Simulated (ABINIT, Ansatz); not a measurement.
# SiO2 (P6_222): changed settings of a GW run in ABINIT

A base run on SiO2 (P6_222), then changed inputs.

Main program and level: ABINIT 10.8.3; LDA and many-body steps on it, plane waves.

The database entry behind the starting cell is an old determination (1926), so it need not match the best structure at ambient conditions.

## 1. The starting structure

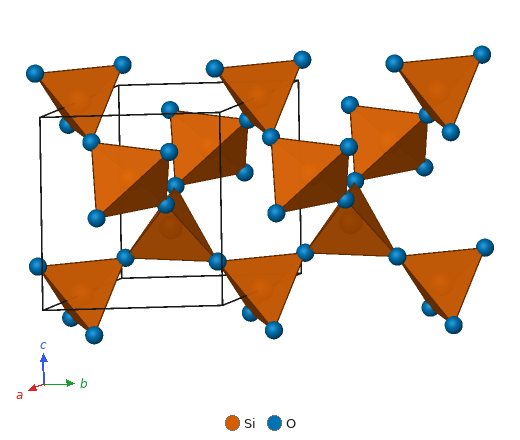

The cell as given, slightly off an axis (silicon orange, oxygen blue). 1×2×1 cells are drawn. Some periodic images of atoms are drawn too.

The cell and positions come from the Crystallography Open Database and are kept as given unless a step says otherwise.

## 2. Screening, 3×3×2 mesh, 102 bands, screening to 114.3 eV

This step: ABINIT 10.8.3; RPA screening on LDA, plane waves, norm-conserving pseudopotentials.

The RPA dielectric matrix is built and inverted for each q.

run.abi reads:

```
acell 3*1.0 Angstrom
rprim 
  5.013000000017 -0.000000000004 0.000000000000
  -2.506500000005 4.341385349188 0.000000000000
  0.000000000000 0.000000000000 5.470000000000
ntypat 2
znucl 14 8
natom 9
typat 1 1 1 2 2 2 2 2 2
xred 
  0.500000000000 0.500000000000 0.333333333333
  0.000000000000 0.500000000000 0.666666666667
  0.500000000000 0.000000000000 -0.000000000000
  0.197000000000 0.803000000000 0.833333333333
  0.394000000000 0.197000000000 0.166666666667
  0.197000000000 0.394000000000 0.500000000000
  0.803000000000 0.197000000000 0.833333333333
  0.606000000000 0.803000000000 0.166666666667
  0.803000000000 0.606000000000 0.500000000000
pp_dirpath "pseudos"
pseudos "Si.upf, O.upf"
ecut 36
ngkpt 3 3 2
nshiftk 1
shiftk 0 0 0
kptopt 1
chksymbreak 0
istwfk *1
occopt 1
irdwfk 1
optdriver 3
nband 102
ecuteps 4.2
inclvkb 2
awtr 1
symchi 1
indata_prefix "in"
outdata_prefix "out"
tmpdata_prefix "tmp"
```

Run with:

```bash
$ OMP_NUM_THREADS=1 mpirun -n 4 abinit run.abi > log
```

Output:

```text
.Version 10.8.3 of ABINIT. v10.8.2 released Aug 2026.

 Symmetries : space group P6_2 2 2 (#180); Bravais hP (primitive hexag.)
[... echo of the input left out ...]
== DATASET  1 ==================================================================
-   mpi_nproc: 4, omp_nthreads: 1 (-1 if OMP is not activated)

--- !DatasetInfo
iteration_state: {dtset: 1, }
dimensions: {natom: 9, nkpt: 6, mband: 102, nsppol: 1, nspinor: 1, nspden: 1, mpw: 8320, }
cutoff_energies: {ecut:  36.0, pawecutdg:  -1.0, }
electrons: {nelect:   4.80000000E+01, charge:   0.00000000E+00, occopt:   1.00000000E+00, tsmear:   1.00000000E-02, }

 SCREENING: Calculation of the susceptibility and dielectric matrices

 Based on a program developped by R.W. Godby, V. Olevano, G. Onida, and L. Reining.
 Incorporated in ABINIT by V. Olevano, G.-M. Rignanese, and M. Torrent.
.Using double precision arithmetic ; gwpc =  8

[... cell and pseudopotentials left out ...]
--------------------------------------------------------------------------------

 ==== K-mesh for the wavefunctions ====
 Number of points in the irreducible wedge :     6
[... list of points left out ...]
 Together with 12 symmetry operations and time-reversal symmetry
 yields    18 points in the full Brillouin Zone.

 ==== Q-mesh for the screening function ====
 Number of points in the irreducible wedge :     6
[... list of points left out ...]
 Together with 12 symmetry operations and time-reversal symmetry
 yields    18 points in the full Brillouin Zone.

 setmesh: FFT mesh size selected  =    36x   36x   45
          total number of points  =        58320

 vcoul_init : cutoff-mode = AUXILIARY_FUNCTION
 q-points for optical limit:   1
     1)      0.000010    0.000020    0.000030

- screening: taking advantage of time-reversal symmetry
- Maximum band index for partially occupied states nbvw = 24
- Remaining bands to be divided among processors   nbcw = 78
- Number of bands treated by each node ~19

 Number of electrons calculated from density =   48.0000; Expected =   48.0000
 average of density, n =  0.059749
 r_s =    1.5868
 omega_plasma =   23.5788 [eV]

 calculating chi0 at frequencies [eV] :
  1    0.000000E+00    0.000000E+00
  2    0.000000E+00    2.357877E+01

--------------------------------------------------------------------------------
  q-point number  1        q = ( 0.000000, 0.000000, 0.000000) [r.l.u.]
--------------------------------------------------------------------------------
[... chi0 elements left out ...]
 For q-point:  0.000010 0.000020 0.000030
  dielectric constant =   2.3553
  dielectric constant without local fields =   2.5468

  Average fulfillment of the sum rule on Im[epsilon] for q-point    1 :     45.07  [%]
[... wings left out ...]
  q-point number  2        q = ( 0.333333, 0.000000, 0.000000) [r.l.u.]
--------------------------------------------------------------------------------
[... chi0 elements left out ...]
  Average fulfillment of the sum rule on Im[epsilon] for q-point    2 :     53.77  [%]

 [... 4 further q-points ...]
```

The job ended after 48 s (4 MPI ranks of Arm Neoverse V2, shared host; peak memory 1.7 GiB).

Numbers from this step:

- ε∞ with local fields, on this mesh, along the program's q direction: 2.355
- the same without local fields: 2.547
- plasma frequency: 23.58 eV
- plane waves in the screening matrix: 339

Local fields lower ε∞ by 8 %. On a Γ-centred mesh this coarse the value itself is usually too large, while a short band sum pulls it down.

## 3. Base

The self-energy is evaluated for the states that the input lists, and the levels follow from it, in one-shot runs by the linearised quasiparticle equation.

This step: G0W0 on LDA, plane waves, norm-conserving pseudopotentials.

run.abi, as its differences from that of step 2:

```diff
@@ -30,8 +30,17 @@
 irdwfk 1
-optdriver 3
+optdriver 4
 nband 102
+gwcalctyp 0
+ecutsigx 36
+symsigma 1
+nkptgw 2
+kptgw 
+  0.0000000000 0.0000000000 0.5000000000
+  0.0000000000 0.0000000000 0.0000000000
+bdgw 
+  23 26
+  22 27
 ecuteps 4.2
-inclvkb 2
-awtr 1
-symchi 1
+irdscr 1
+ppmodel 1
 indata_prefix "in"
```

Output:

```text
.Version 10.8.3 of ABINIT. v10.8.2 released Aug 2026.

 Symmetries : space group P6_2 2 2 (#180); Bravais hP (primitive hexag.)
[... echo of the input left out ...]
== DATASET  1 ==================================================================
-   mpi_nproc: 4, omp_nthreads: 1 (-1 if OMP is not activated)

--- !DatasetInfo
iteration_state: {dtset: 1, }
dimensions: {natom: 9, nkpt: 6, mband: 102, nsppol: 1, nspinor: 1, nspden: 1, mpw: 8320, }
cutoff_energies: {ecut:  36.0, pawecutdg:  -1.0, }
electrons: {nelect:   4.80000000E+01, charge:   0.00000000E+00, occopt:   1.00000000E+00, tsmear:   1.00000000E-02, }

 SIGMA: Calculation of the GW corrections

 Based on a program developped by R.W. Godby, V. Olevano, G. Onida, and L. Reining.
 Incorporated in ABINIT by V. Olevano, G.-M. Rignanese, and M. Torrent.
.Using double precision arithmetic ; gwpc =  8

[... cell and pseudopotentials left out ...]
--------------------------------------------------------------------------------

 ==== K-mesh for the wavefunctions ====
 Number of points in the irreducible wedge :     6
[... list of points left out ...]
 Together with 12 symmetry operations and time-reversal symmetry
 yields    18 points in the full Brillouin Zone.

 ==== Q-mesh for screening function ====
 Number of points in the irreducible wedge :     6
[... list of points left out ...]
 Together with 12 symmetry operations and time-reversal symmetry
 yields    18 points in the full Brillouin Zone.

 vcoul_init : cutoff-mode = AUXILIARY_FUNCTION
 q-points for optical limit:   1
     1)      0.000010    0.000020    0.000030
 setmesh: FFT mesh size selected  =    45x   45x   60
          total number of points  =       121500

 Number of electrons calculated from density =   48.0000; Expected =   48.0000
 average of density, n =  0.059749
 r_s =    1.5868
 omega_plasma =   23.5788 [eV]

 === KS Band Gaps ===
  >>>> For spin  1
   Minimum direct gap =   5.4877 [eV], located at k-point      :   0.0000  0.0000  0.0000
   Fundamental gap    =   5.3731 [eV], Top of valence bands at :   0.0000  0.0000  0.5000
                                       Bottom of conduction at :   0.0000  0.0000  0.0000
 SIGMA fundamental parameters:
 PLASMON POLE MODEL  1
 number of plane-waves for SigmaX                 8277
 number of plane-waves for SigmaC and W            339
 number of plane-waves for wavefunctions          8277
 number of bands                                   102
 number of independent spin polarizations            1
 number of spinorial components                      1
 number of k-points in IBZ                           6
 number of q-points in IBZ                           6
 number of symmetry operations                      12
 number of k-points in BZ                           18
 number of q-points in BZ                           18
 number of frequencies for dSigma/dE                 9
 frequency step for dSigma/dE [eV]                0.25
 number of omega for Sigma on real axis              0
 max omega for Sigma on real axis  [eV]           0.00
 zcut for avoiding poles [eV]                     0.10

 EPSILON^-1 parameters (SCR file):
 dimension of the eps^-1 matrix on file            339
 dimension of the eps^-1 matrix used               339
 number of plane-waves for wavefunctions          8277
 number of bands                                   102
 number of q-points in IBZ                           6
 number of frequencies                               2
 number of real frequencies                          1
 number of imag frequencies                          1

 matrix elements of self-energy operator (all in [eV])

 Perturbative Calculation

--- !SelfEnergy_ee
iteration_state: {dtset: 1, }
kpoint     : [   0.000,    0.000,    0.500, ]
spin       : 1
KS_gap     :    7.208
QP_gap     :   10.345
Delta_QP_KS:    3.137
data: !SigmaeeData |
     Band     E0 <VxcDFT>   SigX SigC(E0)      Z dSigC/dE  Sig(E)    E-E0       E
       23  -0.181 -19.875 -25.701   4.373   0.813  -0.230 -21.057  -1.181  -1.363
       24  -0.181 -19.875 -25.701   4.373   0.813  -0.230 -21.057  -1.181  -1.363
       25   7.027 -12.012  -7.075  -2.669   0.862  -0.159 -10.056   1.955   8.983
       26   7.027 -12.012  -7.075  -2.669   0.862  -0.159 -10.056   1.955   8.983

--- !SelfEnergy_ee
iteration_state: {dtset: 1, }
kpoint     : [   0.000,    0.000,    0.000, ]
spin       : 1
KS_gap     :    5.488
QP_gap     :    8.336
Delta_QP_KS:    2.848
data: !SigmaeeData |
     Band     E0 <VxcDFT>   SigX SigC(E0)      Z dSigC/dE  Sig(E)    E-E0       E
       22  -0.677 -19.048 -24.867   4.261   0.814  -0.228 -20.317  -1.269  -1.946
       23  -0.677 -19.048 -24.867   4.261   0.814  -0.228 -20.317  -1.269  -1.946
       24  -0.296 -19.821 -25.621   4.348   0.813  -0.230 -21.002  -1.181  -1.477
       25   5.192 -10.597  -5.927  -2.757   0.872  -0.147  -8.930   1.667   6.859
       26   8.457 -11.660  -6.244  -2.900   0.861  -0.162  -9.495   2.165  10.622
       27   8.457 -11.660  -6.244  -2.900   0.861  -0.162  -9.495   2.165  10.622

== END DATASET(S) ==============================================================
================================================================================

 -outvars: echo values of variables after computation  --------
           etotal      0.0000000000E+00
            nband         102
             nkpt           6
          spgroup         180
 [... the other variables as echoed above ...]

 Calculation completed.
```

The job ended after 10 s (4 MPI ranks; peak memory 1.2 GiB).

Numbers from this step:

| Quantity | Value |
| --- | --- |
| G0W0 gap on the points computed | 8.222 eV |
| starting gap on the mesh | 5.373 eV |
| k of the valence top | 0, 0, 0.5 |
| k of the conduction bottom | 0, 0, 0 |
| Z at the valence top | 0.813 |
| Z at the conduction bottom | 0.872 |
| least direct G0W0 gap on the computed points | 8.336 eV |

The gap on the mesh goes from 5.37 eV to 8.22 eV, a correction of +2.85 eV.

## 4. Smaller part of the screening matrix

run.abi, as its differences from that of step 3:

```diff
@@ -42,3 +42,3 @@
   22 27
-ecuteps 4.2
+ecuteps 2.1
 irdscr 1
```

Output:

```text
.Version 10.8.3 of ABINIT. v10.8.2 released Aug 2026.

 Symmetries : space group P6_2 2 2 (#180); Bravais hP (primitive hexag.)
[... echo of the input left out ...]
== DATASET  1 ==================================================================
-   mpi_nproc: 4, omp_nthreads: 1 (-1 if OMP is not activated)

--- !DatasetInfo
iteration_state: {dtset: 1, }
dimensions: {natom: 9, nkpt: 6, mband: 102, nsppol: 1, nspinor: 1, nspden: 1, mpw: 8320, }
cutoff_energies: {ecut:  36.0, pawecutdg:  -1.0, }
electrons: {nelect:   4.80000000E+01, charge:   0.00000000E+00, occopt:   1.00000000E+00, tsmear:   1.00000000E-02, }

 SIGMA: Calculation of the GW corrections

 Based on a program developped by R.W. Godby, V. Olevano, G. Onida, and L. Reining.
 Incorporated in ABINIT by V. Olevano, G.-M. Rignanese, and M. Torrent.
.Using double precision arithmetic ; gwpc =  8

[... cell and pseudopotentials left out ...]
--------------------------------------------------------------------------------

 ==== K-mesh for the wavefunctions ====
 Number of points in the irreducible wedge :     6
[... list of points left out ...]
 Together with 12 symmetry operations and time-reversal symmetry
 yields    18 points in the full Brillouin Zone.

 ==== Q-mesh for screening function ====
 Number of points in the irreducible wedge :     6
[... list of points left out ...]
 Together with 12 symmetry operations and time-reversal symmetry
 yields    18 points in the full Brillouin Zone.

 vcoul_init : cutoff-mode = AUXILIARY_FUNCTION
 q-points for optical limit:   1
     1)      0.000010    0.000020    0.000030
 setmesh: FFT mesh size selected  =    45x   45x   60
          total number of points  =       121500

 Number of electrons calculated from density =   48.0000; Expected =   48.0000
[...]
number of omega for Sigma on real axis              0
 max omega for Sigma on real axis  [eV]           0.00
 zcut for avoiding poles [eV]                     0.10

 EPSILON^-1 parameters (SCR file):
 dimension of the eps^-1 matrix on file            339
 dimension of the eps^-1 matrix used               121
 number of plane-waves for wavefunctions          8277
 number of bands                                   102
 number of q-points in IBZ                           6
 number of frequencies                               2
 number of real frequencies                          1
 number of imag frequencies                          1

 matrix elements of self-energy operator (all in [eV])

 Perturbative Calculation

--- !SelfEnergy_ee
iteration_state: {dtset: 1, }
kpoint     : [   0.000,    0.000,    0.500, ]
spin       : 1
KS_gap     :    7.208
QP_gap     :   10.640
Delta_QP_KS:    3.432
data: !SigmaeeData |
     Band     E0 <VxcDFT>   SigX SigC(E0)      Z dSigC/dE  Sig(E)    E-E0       E
       23  -0.181 -19.875 -25.701   3.939   0.833  -0.200 -21.447  -1.572  -1.753
       24  -0.181 -19.875 -25.701   3.939   0.833  -0.200 -21.447  -1.572  -1.753
       25   7.027 -12.012  -7.075  -2.801   0.871  -0.149 -10.152   1.859   8.887
[...]
--- !SelfEnergy_ee
iteration_state: {dtset: 1, }
kpoint     : [   0.000,    0.000,    0.000, ]
spin       : 1
KS_gap     :    5.488
QP_gap     :    8.607
Delta_QP_KS:    3.120
data: !SigmaeeData |
     Band     E0 <VxcDFT>   SigX SigC(E0)      Z dSigC/dE  Sig(E)    E-E0       E
[...]
26   8.457 -11.660  -6.244  -2.951   0.867  -0.153  -9.523   2.137  10.594
       27   8.457 -11.660  -6.244  -2.951   0.867  -0.153  -9.523   2.137  10.594

== END DATASET(S) ==============================================================
================================================================================

 -outvars: echo values of variables after computation  --------
           etotal      0.0000000000E+00
            nband         102
             nkpt           6
          spgroup         180
 [... the other variables as echoed above ...]

 Calculation completed.
```

Wall time 4 s (4 MPI ranks); peak memory 0.88 GiB.

This step gave:

```
G0W0 gap on the points computed              : 8.499 eV
starting gap on the mesh                     : 5.373 eV
k of the valence top                         : 0, 0, 0.5
k of the conduction bottom                   : 0, 0, 0
Z at the valence top                         : 0.833
Z at the conduction bottom                   : 0.878
least direct G0W0 gap on the computed points : 8.607 eV
```

## 5. Side by side

Times are wall times on 4 MPI ranks of Arm Neoverse V2, shared host, good to a factor of about two. A run's time includes the screening step that it read.

| run | mesh | bands | screening cutoff (eV) | DFT gap (eV) | gap on the mesh (eV) | direct (eV) | ε∞ used | time |
| --- | --- | --- | --- | --- | --- | --- | --- | --- |
| base | 3×3×2 | 102 | 114.3 | 5.373 | 8.222 | 8.336 | 2.36 | 58 s |
| smaller part of the screening matrix | 3×3×2 | 102 | 57.1 | 5.373 | 8.499 | 8.607 | 2.36 | 52 s |

## 6. Results

```json
{
  "base": "8.222 eV",
  "smaller part of the screening matrix": "8.499 eV",
  "known limits": "not at the basis limit; coarse k mesh"
}
```

**Reading.** Smaller part of the screening matrix: +0.277 eV against base (keys changed: ecuteps). Bands and cutoff are finite, so the gap is not at the basis limit. The miss can reach some tenths of an eV and take either sign; the mesh is an error of its own. In the G0W0 runs levels were corrected at 2 k points alone, so a gap called «on the mesh» is the least over those, and an edge elsewhere would be missed. The 3×3×2 mesh is coarse for this cell, which bears on the long-range parts of exchange and screening.

[Paths, hosts, dates, memory and timing lines, banners, echoed tables and standing remarks are left out of the program output.]

[Logs are printed without paths, hosts, clocks, repeated set-up lines and the standing remarks that a program may print on its own settings, such as how far it seeks lower states.]

[Runs of the session that timed out or met a known fault of the program may be left out.]

[Hosts, paths, dates, database ids (printed as entryN), source tags and the programs' standing remarks are cut or masked in the printed files.]

[G0W0 gaps are taken among the corrected bands and points alone; a level outside them can change the order at an edge.]

[Where Ansatz stands beside ABINIT at settings called matched, ABINIT's density can come from a denser mesh and the files from another edition; pairs whose starting gaps differed by over 0.03 eV were left out, so agreement reads better than it is.]
